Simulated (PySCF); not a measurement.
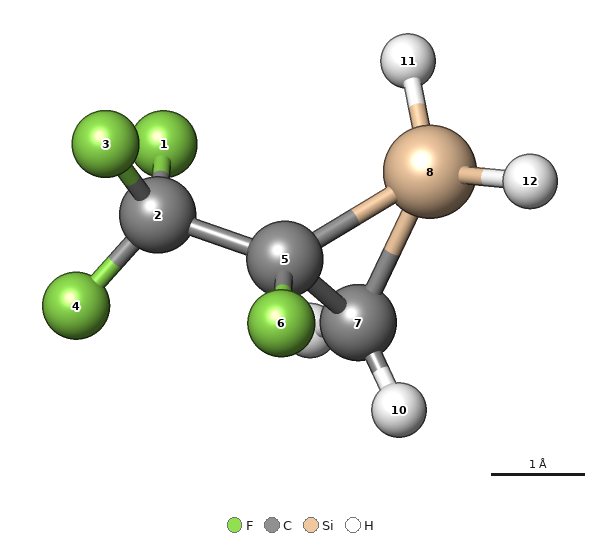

Figure 1. The input geometry (ball-and-stick view, seen at a tilt; atoms are numbered from 1 in the order of the input). Bond lengths as drawn: C–C 1.50 to 1.53 Å, C–F 1.34 to 1.38 Å, C–H 1.08 Å, C–Si 1.89 to 1.91 Å and H–Si 1.45 Å.

## NMR shielding calculation of C3H4F4Si

- system: C3H4F4Si
- method: GIAO PBE0/pcSseg-1 NMR shielding, non-relativistic, gas phase (PySCF 2.14.0)

The geometry comes from this level: GFN2-xTB. Figures and captions count atoms from 1; the log counts them from 0 in places.

Input:
```
{"job": {"kind": "nmr", "xc": "PBE0", "basis": "pcSseg-1"}, "charge": 0, "multiplicity": 1}
F      1.135813     0.466080     1.541045
C      1.449384     0.096038     0.281186
F      2.277632     1.037526    -0.191515
F      2.175715    -1.028292     0.395435
C      0.199129    -0.051157    -0.529873
F      0.512133    -0.325927    -1.841054
C     -0.892144    -0.940009     0.077096
Si    -1.405696     0.871089    -0.062577
H     -0.642603    -1.390654     1.028349
H     -1.285832    -1.671147    -0.616362
H     -1.321749     1.711195     1.111557
H     -2.200585     1.224572    -1.219315
```

The first line tells a small driver script what to run in PySCF; the rest is the geometry in Å.

Launch command:
```bash
OMP_NUM_THREADS=1 python <driver script> task.json out
```

The program's output:
```
coarse grid: 11712 points
cycle   1  E = -804.6237112036  dE =  1.227e+00  |g| = 9.715e-01  |ddm| = 3.130e+00
cycle   2  E = -804.4441586610  dE =  1.796e-01  |g| = 1.481e+00  |ddm| = 1.295e+00
cycle   3  E = -804.7828931368  dE = -3.387e-01  |g| = 7.637e-02  |ddm| = 8.086e-01
cycle   4  E = -804.7834723452  dE = -5.792e-04  |g| = 5.723e-02  |ddm| = 1.158e-01
cycle   5  E = -804.7842516941  dE = -7.793e-04  |g| = 7.445e-03  |ddm| = 5.423e-02
cycle   6  E = -804.7842615566  dE = -9.862e-06  |g| = 2.433e-03  |ddm| = 7.837e-03
final grid: 113456 points
cycle   7  E = -804.8590291845  dE = -4.981e-05  |g| = 8.693e-03  |ddm| = 2.275e-02
cycle   8  E = -804.8590103791  dE =  1.881e-05  |g| = 1.352e-02  |ddm| = 1.537e-02
cycle   9  E = -804.8590437855  dE = -3.341e-05  |g| = 6.412e-04  |ddm| = 9.161e-03
cycle  10  E = -804.8590438466  dE = -6.106e-08  |g| = 3.169e-04  |ddm| = 7.219e-04
cycle  11  E = -804.8590438675  dE = -2.088e-08  |g| = 6.433e-05  |ddm| = 2.718e-04
cycle  12  E = -804.8590438684  dE = -8.804e-10  |g| = 1.439e-05  |ddm| = 7.230e-05
```

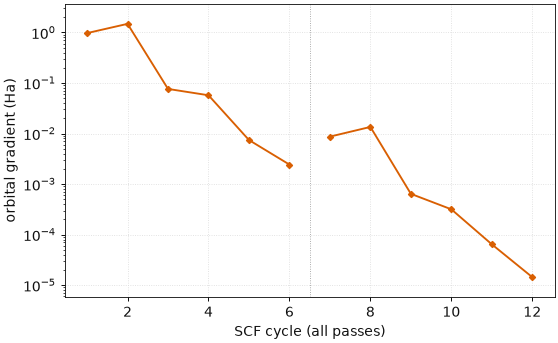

Figure 2. Convergence of the self-consistent field: orbital gradient against the SCF cycle. The dotted line marks the change from a coarse to the final integration grid. The first 6 cycles use a coarse grid, the final grid takes over at cycle 7, and the field converges after 12 cycles in all.

```
converged SCF energy = -804.8590438684

GIAO shielding tensors (ppm)
atom      isotropic    diamagn.    paramagn.     s11        s22        s33       span
  0 F      257.528     475.744    -218.217    179.169    248.847    344.567    165.398
  1 C       51.521     240.270    -188.749     37.516     54.751     62.295     24.779
  2 F      254.855     471.107    -216.252    164.122    258.577    341.865    177.742
  3 F      259.282     472.129    -212.846    175.230    256.343    346.273    171.043
  4 C      102.539     247.900    -145.360     45.137     82.039    180.442    135.305
  5 F      413.019     472.417     -59.397    358.088    420.591    460.379    102.292
  6 C      178.868     256.164     -77.296    149.151    184.248    203.205     54.055
  7 Si     479.565     880.680    -401.115    382.875    401.465    654.357    271.482
  8 H       30.238      30.950      -0.711     24.902     28.070     37.744     12.842
  9 H       30.390      29.986       0.404     25.949     26.331     38.890     12.941
 10 H       28.481      29.456      -0.975     23.084     26.947     35.413     12.329
 11 H       28.425      29.360      -0.936     23.522     26.001     35.750     12.228
```

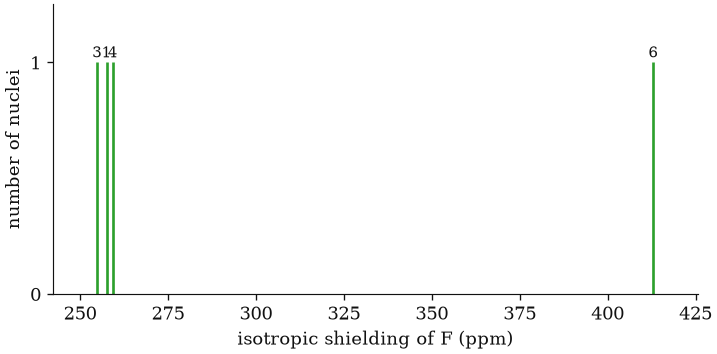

Figure 3. Isotropic shieldings of the fluorine nuclei in this fixed geometry, labelled by atom number; shielding grows to the right, so chemical shift grows to the left. The least shielded is F3 (254.9 ppm), the most shielded F6 (413.0 ppm).

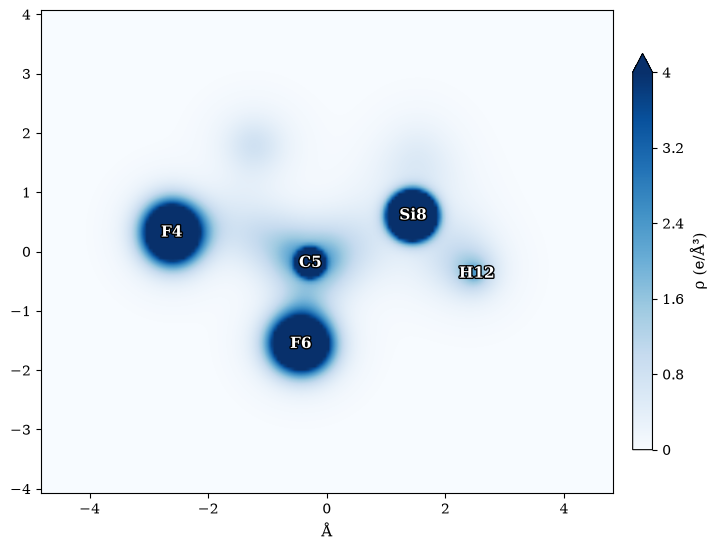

Figure 4. Total electron density on the plane of atoms C5, Si8 and H12. The section cuts through F, C, Si and H sites.

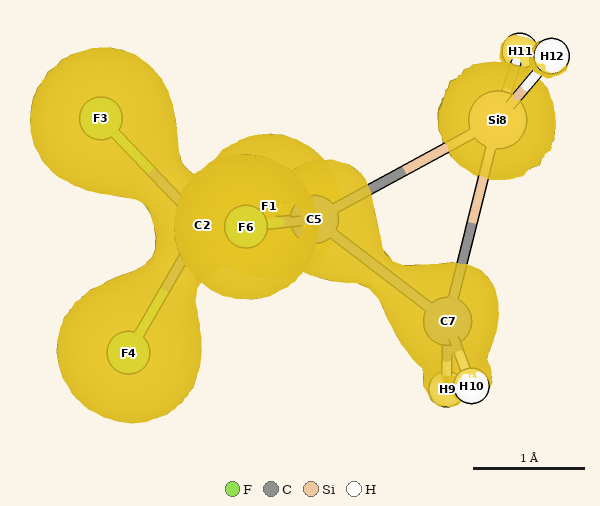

Figure 5. Isosurface of the total electron density at 1.5 e/Å³ (yellow), seen at a tilt. At this value the surface falls into four separate pieces. It is pinched off along the C–Si (1.89 Å) contacts. On the grid the lowest density along these lines, outside the cores, is 1.9 e/Å³ (C–F, 1.34 Å), 1.9 e/Å³ (C–C, 1.50 Å), 0.72 e/Å³ (C–Si, 1.89 Å) and 1.9 e/Å³ (C–H, 1.08 Å).

Results in brief:

| quantity | value |
| --- | --- |
| outcome | converged |
| total energy | −804.859044 hartree |
| HOMO | −7.78 eV |
| LUMO | −0.56 eV |
| dipole moment | 3.33 D |
| isotropic shielding, F | 254.9 to 413.0 ppm |
| isotropic shielding, C | 51.5 to 178.9 ppm |
| isotropic shielding, Si | 479.6 ppm |
| isotropic shielding, H | 28.4 to 30.4 ppm |
| hardware | 1 CPU thread, shared host |
| wall time | 28 s |
| peak memory | 0.74 GiB |
